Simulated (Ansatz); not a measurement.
**Lattice dynamics of SnH (built on the sites of a database entry of ZrH)**

How does SnH (built on the sites of a database entry of ZrH) vibrate, and is this structure a minimum?

Main program and level: Ansatz 0.2.0; DFT LDA, scalar-relativistic, plane waves, norm-conserving pseudopotentials.

The structure was built from a prototype and need not be the compound's stable phase.

## 1. The starting structure

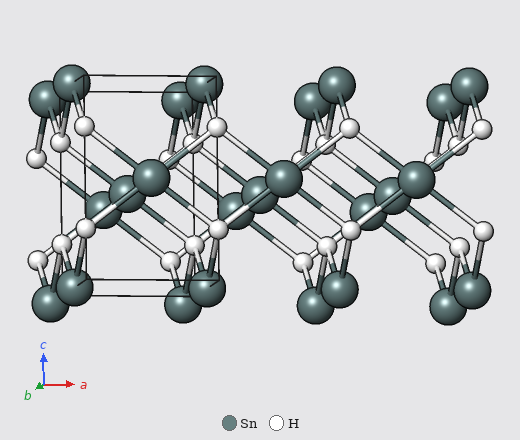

Start, viewed slightly off an axis; tin teal, hydrogen white. 3×2×1 cells are drawn. Some periodic images of atoms are drawn too.

## 2. Rough relaxation

A rough relaxation comes first, because large forces or stress need no tight tolerances yet.

File input.yaml:

```yaml
crystal:
  lattice:
    - [2.70107, 0.0, 0.0]
    - [0.0, 2.70107, 0.0]
    - [0.0, 0.0, 4.12142]
  atoms:
    - { symbol: Sn, position: [0.0, 0.5, 0.0] }
    - { symbol: Sn, position: [0.5, 0.0, 0.5] }
    - { symbol: H, position: [0.0, 0.0, 0.75] }
    - { symbol: H, position: [0.0, 0.0, 0.25] }
kpoints:
  mp_grid: { grid: [8, 8, 6] }
hamiltonian:
  xc: lda
  pseudopotentials: { kind: nc }
scf:
  occupations: { method: gaussian, width: 0.1 }
output:
  forces: true
  stress: true
  eigenvalues: true
relax:
  adjacent_minimum: "off"
  f_tol: 0.05
  max_steps: 80
  cell: { stress_tol: 0.5 }
```

Started as:

```sh
$ ansatz run input.yaml --threads 8 --pin off --max-ram 14336MiB --backend cpu --events-out ev --progress --plain --runs-dir out
```

Numbers of over 12 decimals in the logs are rounded to 6 here.

Output:

```text
The last accepted step is kept in <dir> (removed where the run ends without a failure and the disk answers)
Engine: ansatz 0.2.0, x86_64-unknown-linux-gnu
Pseudopotentials: kind: nc
Pseudopotential: Sn, nc, valence charge 14, recommended cutoff 979.609905 eV (normal), Sn.nc.azcp (PseudoDojo's, or run here from an input of PseudoDojo's: the run reads no file of this project's for it)
[...]
F+E_penalty+E_count = -4306.19335964 eV   max|allowed force component| = 1.561e-17 eV/Å   (the final SCF, on the basis selected at the relaxed cell)
  cell:  # Å, volume = 63.4960 Å³
    - [3.280721, 0, 0]
    - [0, 3.280721, 0]
    - [0, 0, 5.899393]
  atoms:
    - { symbol: Sn, position: [0, 0.5, 0] }
    - { symbol: Sn, position: [0.5, 0, 0.500000] }
    - { symbol: H, position: [0, 0, 0.75] }
    - { symbol: H, position: [0, 0, 0.250000] }
[key lines of the parts left out:]
SCF converged after 4 iterations
Free energy (F): -4306.193360 eV
Fermi energy:    9.540918 eV
P = ⅓ Tr σ = 0.1095 GPa (1.095 kbar)
```

Wall time 17 s (8 threads of AMD EPYC 7R43, shared host); peak memory 0.63 GiB; 2 min of CPU time.

Relaxation path:

```tsv
step	energy less that of the first step (eV)	largest force component (eV/Å)	pressure (GPa)	volume (Å³)
1	0.0000	0.0000	211.91	30.07
2	-4.6404	0.0000	124.79	34.59
3	-7.5829	0.0000	67.62	39.62
4	-9.0593	0.0000	27.91	44.63
5	-9.4035	0.0000	2.60	48.04
6	-9.3995	0.0000	-0.81	48.63
7	-9.4080	0.0000	-0.19	48.47
8*	-10.2492	0.0000	26.99	48.47
9	-10.6279	0.0000	19.67	51.04
10	-10.9981	0.0000	11.45	54.78
11	-11.2289	0.0000	3.87	59.29
12	-11.2682	0.0000	-0.16	61.93
13*	-11.3239	0.0000	2.00	61.93
14	-11.3440	0.0000	0.64	63.20
15	-11.3561	0.0000	0.07	63.62
16	-11.3602	0.0000	-0.10	63.43
17	-11.3612	0.0000	0.02	63.50
18*	-11.3630	0.0000	0.11	63.50
```

Relaxation steps marked * repeat the geometry before them on a plane-wave basis chosen anew for their cell, so energy and pressure can jump there. Relaxation step 6 was tried and not accepted.

Forces are held to the 16 operations that the run works with; a distortion that breaks them can't arise in this run.

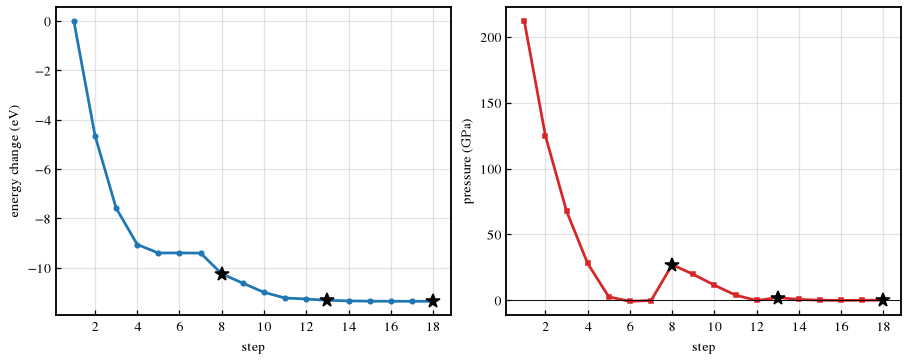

Energy and pressure along the relaxation. Stars mark steps on a basis chosen anew.

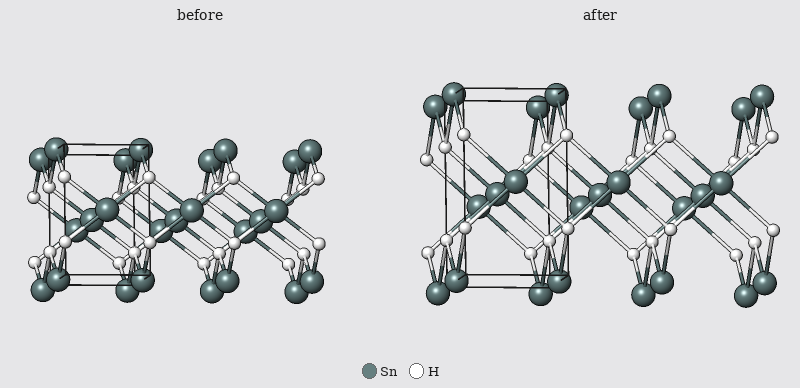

The structure before and after the relaxation, drawn at the same scale.

```tsv
cell as run	before	after	change
a (Å)	2.701	3.281	+21.5 %
b (Å)	2.701	3.281	+21.5 %
c (Å)	4.121	5.899	+43.1 %
volume (Å³/atom)	7.52	15.87	+111.2 %
```

This step gave:

```yaml
pressure: 0.1095 GPa
volume_per_atom: 15.87 Å³
gap_on_the_k_mesh: 0 eV
```

In this step the volume went from 7.52 to 15.87 Å³/atom.

## 3. Relaxation

The cell and atoms are relaxed, since residual forces and stress would shift the frequencies.

input.yaml, the sections that differ from step 2:

```yaml
crystal:
  lattice:
    - [3.2807214724, 0.0, 0.0]
    - [0.0, 3.2807214724, 0.0]
    - [0.0, 0.0, 5.8993929977]
  atoms:
    - { symbol: Sn, position: [0.0, 0.5, 0.0] }
    - { symbol: Sn, position: [0.5, 0.0, 0.5] }
    - { symbol: H, position: [0.0, 0.0, 0.75] }
    - { symbol: H, position: [0.0, 0.0, 0.25] }
kpoints:
  mp_grid: { grid: [12, 12, 8] }
relax:
  adjacent_minimum: "off"
  f_tol: 0.005
  max_steps: 80
  cell: { stress_tol: 0.05 }
# hamiltonian, scf, output: as in step 2
```

Output:

```text
[...]
Crystal: 4 atoms, lattice volume = 63.496 Å³
Basis set: ecut = 1006.821291 eV, 4607 PW (Γ)
Bands: 19, of which v1, the nominal top of the filled ones, is band 15 counted from 1 (14 counted from 0)
Symmetry: 16 space group operations
[...]
k-points: 140 of 1152
[...]
k-point 139: bands = [... 11 lower, 4.2878, 5.2426, 5.2426, 8.0423, 8.0423, 10.0390, 10.0390, 12.7222]
--- Relaxed structure (9 steps of the walk, 8 accepted, 2 SCFs on fresh bases) ---
[...]
cell:  # Å, volume = 63.1804 Å³
    - [3.206214, 0, 0]
    - [0, 3.206214, 0]
    - [0, 0, 6.146069]
  atoms:
    - { symbol: Sn, position: [0, 0.5, 0] }
    - { symbol: Sn, position: [0.5, 0, 0.5] }
    - { symbol: H, position: [0, 0, 0.75] }
    - { symbol: H, position: [0, 0, 0.25] }
[key lines of the parts left out:]
SCF converged after 5 iterations
Free energy (F): -4306.195063 eV
Fermi energy:    9.725466 eV
P = ⅓ Tr σ = 0.0041 GPa (0.041 kbar)
```

The job ended after 33 s (8 threads; peak memory 0.87 GiB).

Step by step:

```tsv
step	energy less that of the first step (eV)	largest force component (eV/Å)	pressure (GPa)	volume (Å³)
1	0.0000	0.0000	0.24	63.50
2	-0.0080	0.0000	-0.41	64.04
3	-0.0113	0.0000	0.21	62.68
4	-0.0117	0.0000	-0.04	63.04
5	-0.0120	0.0000	-0.06	63.18
6	-0.0097	0.0000	0.03	63.45
7	-0.0121	0.0000	0.00	63.15
8	-0.0121	0.0000	0.02	63.18
9*	-0.0123	0.0000	0.04	63.18
10	-0.0123	0.0000	0.00	63.18
11*	-0.0123	0.0000	0.00	63.18
```

Relaxation steps marked * repeat the geometry before them on a plane-wave basis chosen anew for their cell, so energy and pressure can jump there. Relaxation step 6 was tried and not accepted.

The run keeps the 16 symmetry operations that it works with, so distortions that break them were not tested.

```tsv
conventional cell, symmetrised	before	after	change
a (Å)	3.281	3.206	-2.3 %
b (Å)	3.281	3.206	-2.3 %
c (Å)	5.899	6.146	+4.2 %
volume (Å³/atom)	15.87	15.80	-0.5 %
```

Final coordinates:

```xyz
4
Lattice="3.2062 0.0000 0.0000 0.0000 3.2062 0.0000 0.0000 0.0000 6.1461" Properties=species:S:1:pos:R:3 pbc="T T T"
Sn    0.0000    1.6031    0.0000
Sn    1.6031    0.0000    3.0730
H     0.0000    0.0000    4.6096
H     0.0000    0.0000    1.5365
```

Numbers from this step:

```
pressure        : 0.004063 GPa
volume per atom : 15.80 Å³
```

In this step the volume went from 15.87 to 15.80 Å³/atom.

## 4. Relaxing to small forces for the phonons

Phonons need a cell at rest on their own settings, so the relaxation is repeated with tight tolerances on forces and stress on the k mesh and occupations of the first response run.

input.yaml, the sections that differ from step 3:

```yaml
crystal:
  lattice:
    - [3.206214037, 0.0, 0.0]
    - [0.0, 3.206214037, 0.0]
    - [0.0, 0.0, 6.1460690138]
  atoms:
    - { symbol: Sn, position: [0.0, 0.5, 0.0] }
    - { symbol: Sn, position: [0.5, 0.0, 0.5] }
    - { symbol: H, position: [0.0, 0.0, 0.75] }
    - { symbol: H, position: [0.0, 0.0, 0.25] }
scf:
  occupations: { method: methfessel_paxton, width: 0.2 }
relax:
  adjacent_minimum: "off"
  f_tol: 0.001
  max_steps: 60
  cell: { stress_tol: 0.01 }
# kpoints, hamiltonian, output: as in step 3
```

Output:

```text
[...]
Crystal: 4 atoms, lattice volume = 63.180 Å³
Basis set: ecut = 1006.821291 eV, 4587 PW (Γ)
Bands: 19, of which v1, the nominal top of the filled ones, is band 15 counted from 1 (14 counted from 0)
Symmetry: 16 space group operations
[...]
k-points: 140 of 1152
[...]
--- Relaxed structure (6 steps of the walk, 5 accepted, 1 SCFs on fresh bases) ---
[...]
cell:  # Å, volume = 63.1828 Å³
    - [3.204434, 0.0, 0.0]
    - [0.0, 3.204434, 0.0]
    - [0.0, 0.0, 6.153129]
  atoms:
    - { symbol: Sn, position: [0, 0.5, 0] }
    - { symbol: Sn, position: [0.5, 0, 0.5] }
    - { symbol: H, position: [0, 0, 0.750000] }
    - { symbol: H, position: [0, 0, 0.25] }
[key lines of the parts left out:]
SCF converged after 4 iterations
Free energy (F): -4306.191725 eV
Fermi energy:    9.722161 eV
P = ⅓ Tr σ = -0.0059 GPa (-0.059 kbar)
```

Elapsed: 20 s, on 8 threads; peak memory 0.87 GiB.

Relaxation path:

```tsv
step	energy less that of the first step (eV)	largest force component (eV/Å)	pressure (GPa)	volume (Å³)
1	0.0000	0.0000	0.01	63.18
2	0.0000	0.0000	-0.02	63.21
3	0.0000	0.0000	0.00	63.19
4	0.0000	0.0000	0.00	63.19
5	0.0000	0.0000	-0.01	63.19
6	0.0000	0.0000	-0.01	63.18
7*	0.0000	0.0000	-0.01	63.18
```

Relaxation steps marked * repeat the geometry before them on a plane-wave basis chosen anew for their cell, so energy and pressure can jump there. Relaxation step 2 was tried and not accepted.

Forces are held to the 16 operations that the run works with; a distortion that breaks them can't arise in this run.

```tsv
conventional cell, symmetrised	before	after	change
a (Å)	3.206	3.204	-0.1 %
b (Å)	3.206	3.204	-0.1 %
c (Å)	6.146	6.153	+0.1 %
volume (Å³/atom)	15.80	15.80	+0.0 %
```

The relaxed structure:

```cif
data_structure
_symmetry_space_group_name_H-M 'P 1'
_symmetry_Int_Tables_number 1
_cell_length_a 3.2044
_cell_length_b 3.2044
_cell_length_c 6.1531
_cell_angle_alpha 90.000
_cell_angle_beta 90.000
_cell_angle_gamma 90.000
_cell_volume 63.18
loop_
_atom_site_label
_atom_site_type_symbol
_atom_site_fract_x
_atom_site_fract_y
_atom_site_fract_z
_atom_site_occupancy
Sn1 Sn 0.00000 0.50000 0.00000 1
Sn2 Sn 0.50000 0.00000 0.50000 1
H3 H 0.00000 0.00000 0.75000 1
H4 H 0.00000 0.00000 0.25000 1
```

Numbers from this step:

- pressure: -0.005883 GPa

The forces vanish by symmetry and the pressure is -0.006 GPa, within the tolerances set. The cell now holds 15.80 Å³/atom.

## 5. Linear response at the zone centre

The zone centre comes first: it holds the modes that light can see, as far as symmetry allows. No field response is asked, since the mesh shows no gap.

input.yaml, the sections that differ from step 4:

```yaml
crystal:
  lattice:
    - [3.2044336889, 0.0, 0.0]
    - [0.0, 3.2044336889, 0.0]
    - [0.0, 0.0, 6.1531286746]
  atoms:
    - { symbol: Sn, position: [0.0, 0.5, 0.0] }
    - { symbol: Sn, position: [0.5, 0.0, 0.5] }
    - { symbol: H, position: [0.0, 0.0, 0.75] }
    - { symbol: H, position: [0.0, 0.0, 0.25] }
output:
  eigenvalues: true
phonons:
  method: dfpt
# kpoints, hamiltonian, scf: as in step 4
# relax: removed
```

Output:

```text
zone centre: on kpoints.mp_grid the ground state, and the responses unless they are solved on pairs of k-points, stand on 245 of the mesh's 1152 k-points, reduced under 4 symmetry operations, with k and −k counted as one. Each operation leaves every solved displacement unchanged or reverses it
[...]
Crystal: 4 atoms, lattice volume = 63.183 Å³
Basis set: ecut = 1006.821291 eV, 4587 PW (Γ), exchange–correlation on 72×72×128 points (8 copies of the dense FFT grid, shifted against one another)
Bands: 19, of which v1, the nominal top of the filled ones, is band 15 counted from 1 (14 counted from 0)
Symmetry: 16 space group operations
k-points: 245 of 1152 (irreducible under 4 space group operations, time reversal used)
[...]
SCF iter   1: F=—  HF=-4306.533794 eV  |F-HF|=—  |Δ(HF+E_count)|=         —  Δρ=3.64e-2  dr2=9.69e-1  ethr=3.10e-3  ⟨swp⟩=6.2  Hψ=47202  notcnv=0  defer=24
automatic band count: the SCF goes on with 23 bands, as 19 were too few: they end inside the smearing window of the response
[...]
SCF iter   2: F=—  HF=-4306.289305 eV  |F-HF|=—  |Δ(HF+E_count)|=   2.44e-1  S|Δr|=    0.00e0  Δρ=1.88e-2  dr2=2.87e-1  ethr=3.10e-3  ⟨swp⟩=1.5  Hψ=7844  notcnv=0  defer=36
[...]
SCF iter  10: F=-4306.191725 eV  HF=-4306.191725 eV  |F-HF|=0.00e0  |Δ(HF+E_count)|=  9.09e-13  S|Δr|=    0.00e0  Δρ=6.11e-8  dr2=2.55e-12  ethr=1.00e-12  ⟨swp⟩=13.3  Hψ=33166  notcnv=0
SCF 1 converged in 10 iterations: F = -4306.191725 eV  dr2 = 2.55e-12
DFPT response loops at Γ: preconditioner auto → Kerker (q_TF=auto, 2.410 Å⁻¹) (partly filled bands, converged f_vac=0.000); β = 1.00, the filter's whole step (`scf.mixing.beta` (0.50) is not read by the response loops under this deck's `scf.mixing.preconditioner`; to damp them name `kerker` or `kerker_dos`, under which they read `scf.mixing.beta`, and type it under 1.00, their step now; both keys bind the ground state too); Broyden in place of MSR1
SCF converged after 10 iterations
[...]
Free energy (F): -4306.191725 eV
[...]
Internal energy: -4306.192801 eV  (E = F + TS)
E sigma→0 (E₀):  -4306.191994 eV
Entropy (-TS):   0.001076 eV (0.269 meV/atom)
Fermi energy:    9.722162 eV
[...]
--- Band table (eV; the first three rows and the last of 245) ---
  k-point 0: bands = [... 11 lower, 1.4735, 2.3186, 11.0793, 13.1863, 13.1863, 13.3545, 14.6511, 15.9182, ... 4 higher]
  k-point 1: bands = [... 11 lower, 0.8662, 3.0438, 10.6181, 13.2518, 13.2518, 13.3641, 14.5675, 15.7218, ... 4 higher]
  k-point 2: bands = [... 11 lower, 0.0854, 4.1759, 9.5150, 13.4396, 13.4461, 13.4461, 14.3544, 15.2586, ... 4 higher]
  k-point 244: bands = [... 11 lower, 4.2930, 5.2505, 5.2505, 8.0426, 8.0426, 10.0460, 10.0460, 12.7078, ... 4 higher]
--- Phonons (Γ-DFPT): 5 representative perturbations + reference, on 245 of 1152 k-points (Σ response iterations 18) ---
  k mesh reduced under 4 symmetry operations, with k and −k counted as one. Each operation leaves every solved displacement unchanged or reverses it
  ASR residual: 1.413e-5 → 0.000e0 eV/Å²; symmetrization residual: 3.339e-6 eV/Å²
  ASR residual per site (eV/Å²): 1.41e-5 1.41e-5 1.11e-5 1.11e-5
  Γ frequencies (cm⁻¹): -21.76 -21.76 0.00 0.00 0.00 109.61 109.61 115.02 232.33 379.58 502.73 502.73
  non-analytic LO–TO correction: not included (Born effective charges unavailable; polar crystals: no LO–TO splitting at Γ)
```

Run time: 53 s. Hardware: 8 threads; peak memory 2.8 GiB.

Numbers from this step:

```
sum-rule residual before enforcement                    : 1.41e-5 eV/Å²
point group                                             : 4/mmm
highest optical mode at the zone centre (no LO-TO term) : 502.7 cm⁻¹
lowest optical zone-centre mode                         : -21.76 cm⁻¹
```

Patterns of degenerate modes are one choice out of their space. Modes at Γ, with each element's share of the kinetic energy (negative means imaginary):

```tsv
mode	frequency (cm⁻¹)	symmetry	Sn %	H %
1	-21.8	Eu	93	7
2	-21.8	Eu	93	7
3	0.0	acoustic	99	1
4	0.0	acoustic	99	1
5	0.0	acoustic	99	1
6	109.6	Eu	8	92
7	109.6	Eu	8	92
8	115.0	B2u	100	0
9	232.3	A2u	1	99
10	379.6	B1g	0	100
11	502.7	Eg	0	100
12	502.7	Eg	0	100
```

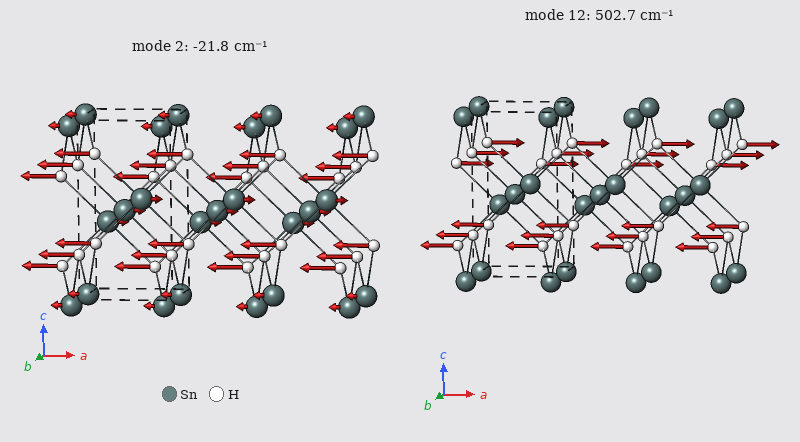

Displacement patterns of modes 2 and 12 at Γ; arrows are exaggerated. 3×2×1 cells are drawn. Some periodic images of atoms are drawn too.

Before it was imposed, the acoustic sum rule was missed by 1.4e-5 eV/Å². Small misses are needed for a sound result but don't prove that mesh and cutoff are converged. The lowest optical mode is imaginary, 21.8i cm⁻¹, so the energy falls along it.

(Part 1 of 2 ends here.)

[Logs are printed without paths, hosts, clocks, repeated set-up lines and the standing remarks that a program may print on its own settings, such as how far it seeks lower states.]

[Hosts, paths, dates, database ids (printed as entryN), source tags and the programs' standing remarks are cut or masked in the printed files.]
